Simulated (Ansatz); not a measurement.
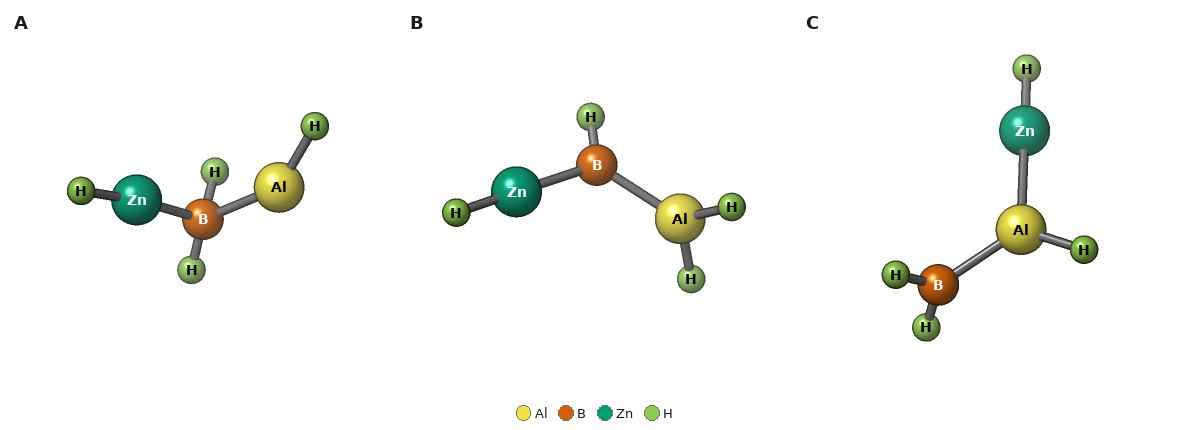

3 stationary structures of one formula. Geometries: PBE-D4/def2-SVP. Electronic energies: PBE-D4/def2-SVP (Ansatz 0.2.0), without zero-point energy. No frequency run is at hand to confirm each as a minimum. Each is one conformer, not always the lowest.

**Rank them by energy, lowest first.**

A is lowest (C1); C lies 15.1 kcal/mol above it (Cs), B lies 22.4 kcal/mol above it (Cs).
